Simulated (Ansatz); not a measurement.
**AlHSCl (SMILES [SH][Al][Cl]) at 6 levels**

Aim: a comparison of 6 runs (U-wB97M-V/STO-3G, UHSE06/STO-3G, UPBE0/STO-3G, UCCSDT(Q)/STO-3G, UCCSD/STO-3G, FCI/STO-3G) of AlHSCl. 

Program for the calculation: Ansatz 0.2.0.

73 further runs of the same task are left out: 8 that didn't finish, 65 set aside as unsound or not needed.

## Step 1: The structure to begin with

AlHSCl: 4 atoms, total charge 0, spin state doublet. As SMILES, `[SH][Al][Cl]`. The H4–S1 distance was set to 1.681 Å, away from the relaxed value.

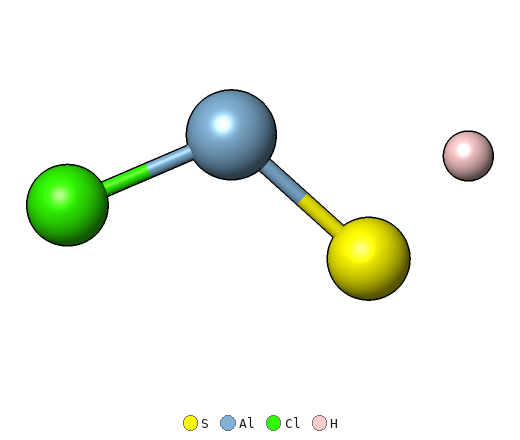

The structure, seen from a chosen angle (sulfur yellow, aluminium light blue, chlorine green, hydrogen pink).

## Step 2: A single-point energy at U-wB97M-V/STO-3G (run 1)

input.yaml

```yaml
crystal:
  periodic: [false, false, false]
  atoms:
    - {symbol: S, position_ang: [0.603860, 0.734084, -0.896985]}
    - {symbol: Al, position_ang: [-0.230040, -0.776716, 0.456815]}
    - {symbol: Cl, position_ang: [0.390260, -2.758216, 0.098715]}
    - {symbol: H, position_ang: [-0.216400, 1.988100, -0.135600]}
basis:
  gaussian:
    orbitals: STO-3G
magnetization:
  spin_polarized: true
  initial_magnetization: 1
hamiltonian:
  xc: {name: wB97M-V}
accuracy: high
```

Launch:

```
$ ansatz run input.yaml --threads 1 --pin off --max-ram 2610MiB --events-out events.jsonl --progress --plain --runs-dir runs
```

Output:

```text
Warning: RAYON_NUM_THREADS=1 ignored (pool sized by the plan → 1); use --threads N
Functional definition: wB97M-V
  name "wB97M-V"
  parameter omega = 0.3/bohr
  parameter cx = 0.15
  parameter cx01 = 1.007
  parameter cx10 = 0.259
  parameter css00 = 0.443
  parameter css04 = -1.437
  parameter css10 = -4.535
  parameter css20 = -3.390
  parameter css43 = 4.278
  parameter cos00 = 1.000
  parameter cos10 = 1.358
  parameter cos20 = 2.924
  parameter cos21 = -8.812
  parameter cos60 = -1.390
  parameter cos61 = 9.142
  parameter b = 6.0
  parameter c = 0.01
  gx(w, u) = 1 - cx + cx01*u + cx10*w
  gss(w, u) = css00 + css04*u^4 + css10*w + css20*w^2 + css43*w^4*u^3
  gos(w, u) = cos00 + cos10*w + (cos20 + cos21*u)*w^2 + (cos60 + cos61*u)*w^6
  exchange = spin_sum(e_x_unif_sr(omega)*gx(b97_w, b97_u_x)) + cx*exact_x_sr(omega) + exact_x_lr(omega)
  correlation = spin_sum(e_c_pw_mod_same_spin*gss(b97_w, b97_u_same))
      + integral(e_c_pw_mod_opposite_spin*gos(b97_w_opposite, b97_u_opposite)) + vv10(b, c)
501 factors; integrals over basis functions are off by at most 9.2e-9 eV
166 factors; integrals over basis functions are off by at most 1.3e-9 eV
mean field evaluation 1: about -29636.3841 eV, gradient 1.4e1 eV
mean field evaluation 2: about -29638.0360 eV, gradient 8.3e0 eV
mean field evaluation 4: about -29638.6246 eV, gradient 4.6e-1 eV
mean field evaluation 8: about -29638.6087 eV, gradient 1.3e-2 eV
mean field evaluation 16: about -29638.6087 eV, gradient 1.7e-5 eV
mean field -29638.60866000 eV, -1089.1987784845 hartree, gradient 7.3e-8 eV, S^2 0.752629; 0 other end points of the search recorded, 0 dependent functions left out
reference -29638.60866236 eV, -1089.1987785711 hartree; 24, 23 occupied and 4, 5 virtual orbitals, 501 factors
Total energy: -29638.60866236 eV, -1089.1987785711 hartree
```

It took 39 s on 1 thread of Arm Neoverse V1, shared host; peak memory 0.6 GiB.

## Step 3: A single-point energy at UHSE06/STO-3G (run 2)

in.yaml

```yaml
crystal:
  periodic: [false, false, false]
  atoms:
    - {symbol: S, position_ang: [0.603860, 0.734084, -0.896985]}
    - {symbol: Al, position_ang: [-0.230040, -0.776716, 0.456815]}
    - {symbol: Cl, position_ang: [0.390260, -2.758216, 0.098715]}
    - {symbol: H, position_ang: [-0.216400, 1.988100, -0.135600]}
basis:
  gaussian:
    orbitals: STO-3G
accuracy: high
total_charge: 0
hamiltonian:
  xc: {name: HSE06}
magnetization:
  spin_polarized: true
  initial_magnetization: 1
```

Launch:

```
$ ansatz run in.yaml --threads 1 --pin off --max-ram 2610MiB --events-out events.jsonl --progress --plain --runs-dir runs
```

Output:

```text
Warning: RAYON_NUM_THREADS=1 ignored (pool sized by the plan → 1); use --threads N
Functional definition: HSE06
  name "HSE06"
  parameter a = 0.25
  parameter omega = 0.11/bohr
  exchange = pbe_x - a*pbe_x_sr(omega) + a*exact_x_sr(omega)
  correlation = pbe_c
501 factors; integrals over basis functions are off by at most 9.2e-9 eV
68 factors; integrals over basis functions are off by at most 9.7e-10 eV
mean field evaluation 1: about -29623.1100 eV, gradient 1.4e1 eV
mean field evaluation 2: about -29621.1597 eV, gradient 2.2e1 eV
mean field evaluation 4: about -29625.0319 eV, gradient 9.2e-1 eV
mean field evaluation 8: about -29625.0207 eV, gradient 4.5e-3 eV
mean field evaluation 16: about -29625.0207 eV, gradient 1.7e-7 eV
mean field -29625.02072767 eV, -1088.6994311815 hartree, gradient 3.3e-8 eV, S^2 0.753166; 0 other end points of the search recorded, 0 dependent functions left out
reference -29625.02072957 eV, -1088.6994312515 hartree; 24, 23 occupied and 4, 5 virtual orbitals, 501 factors
Total energy: -29625.02072957 eV, -1088.6994312515 hartree
```

It took 3.6 s on 1 thread of Arm Neoverse V1, shared host; peak memory 0.16 GiB.

Runs 3 to 5 aren't shown in full; the table further down has their settings and results.

## Step 4: The energy at FCI/STO-3G (run 6)

Changes to in.yaml since step 3:

```diff
@@ -8,10 +8,5 @@
 basis:
-  gaussian:
-    orbitals: STO-3G
+  gaussian: {orbitals: STO-3G}
+correlation: {method: fci, frozen_orbitals: {Al: 5, Cl: 5, H: 0, S: 5}}
+magnetization: {spin_polarized: true, initial_magnetization: 1}
 accuracy: high
-total_charge: 0
-hamiltonian:
-  xc: {name: HSE06}
-magnetization:
-  spin_polarized: true
-  initial_magnetization: 1
```

Launch:

```
$ ansatz run in.yaml --threads 1 --pin off --max-ram 2610MiB --events-out events.jsonl --progress --plain --runs-dir runs
```

Output:

```text
Warning: RAYON_NUM_THREADS=1 ignored (pool sized by the plan → 1); use --threads N
Functional definition: HF
  name "HF"
  exchange = exact_x
  correlation = 0
501 factors; integrals over basis functions are off by at most 9.2e-9 eV
mean field evaluation 1: about -29586.7598 eV, gradient 1.4e1 eV
mean field evaluation 2: about -29586.7901 eV, gradient 1.4e1 eV
mean field evaluation 4: about -29589.0049 eV, gradient 1.5e0 eV
mean field evaluation 8: about -29589.0729 eV, gradient 3.2e-3 eV
mean field evaluation 16: about -29589.0702 eV, gradient 8.9e-9 eV
mean field -29589.07022758 eV, -1087.3782746716 hartree, gradient 9.7e-9 eV, S^2 0.763110; 2 other end points of the search recorded, 0 dependent functions left out
15 core orbitals not correlated: weight in the atoms' cores, before any rotation towards them, 0.999 or more for the frozen orbitals, at most 0.000 for the correlated occupied ones
reference -29589.01844104 eV, -1087.3763715513 hartree; 9, 8 occupied and 4, 5 virtual orbitals, 501 factors
state -29591.22158807 eV, -1087.4573357111 hartree
Total energy: -29591.22158807 eV, -1087.4573357111 hartree
```

Wall time 7.2 s (1 thread of Arm Neoverse V1, shared host); peak memory 0.16 GiB.

## Step 5: Overview of the runs

| run | level | frozen core orbitals | energy (Eh) | ⟨S²⟩ | wall time |
| --- | --- | --- | --- | --- | --- |
| 1 | U-wB97M-V/STO-3G | – | -1089.198779 | 0.753 | 39 s |
| 2 | UHSE06/STO-3G | – | -1088.699431 | 0.753 | 3.6 s |
| 3 | UPBE0/STO-3G | – | -1088.719292 | 0.753 | 2.9 s |
| 4 | UCCSDT(Q)/STO-3G | 15 | -1087.457367 | 0.763 | 1.7 s |
| 5 | UCCSD/STO-3G | 15 | -1087.455038 | 0.763 | 0.54 s |
| 6 | FCI/STO-3G | 15 | -1087.457336 | – | 7.2 s |

## Step 6: Results

```
                                           quantity           value
                                run 6: total energy  -1087.45734 Eh
run 6: correlation energy (15 core orbitals frozen)       -81.0 mEh
```

In words: Against full CI in this basis: UCCSDT(Q) -0.0 mEh; UCCSD +2.3 mEh. Totals of different functionals can't be ranked against each other. In runs 1, 2, 3, 4, 5, 6 the basis is minimal, so the values are rough. All runs together took 55 s, the longest 39 s.
